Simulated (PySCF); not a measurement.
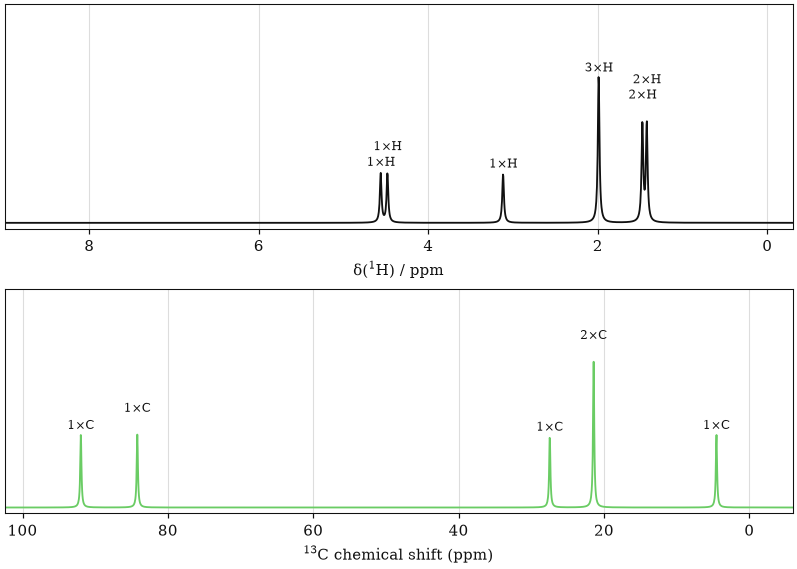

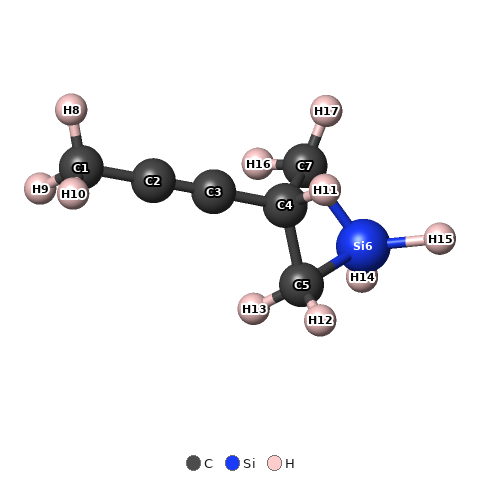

Spectrum and numbered structure of C₆H₁₀Si, SMILES CC#CC1C[SiH2]C1. GIAO shifts, PBE0/pcSseg-1 (IEF-PCM water), PySCF 2.14.0, at a PBE0-D3(BJ)/def2-SVP geometry (no frequency check), against TMS for ¹H and TMS for ¹³C computed at the same level. fully decoupled, line heights follow the number of nuclei, widths are arbitrary (no quadrupolar broadening); values of one conformer, averaged over methyl-type rotors and exact or near symmetry; other conformers aren't averaged in.

**Which atoms give which ¹H line?**

```tsv
δ (ppm)	nuclei	atoms
4.56	1	H14
4.48	1	H15
3.12	1	H11
1.99	3	H8, H9, H10
1.47	2	H12, H17
1.42	2	H13, H16
```

The order of signals that lie close, as those under 0.08 ppm apart, is within the error of the method.

**Assign the ¹³C signals to the numbered atoms.**

```
δ (ppm)  nuclei   atoms
   92.0       1      C3
   84.2       1      C2
   27.5       1      C4
   21.4       2  C5, C7
    4.5       1      C1
```
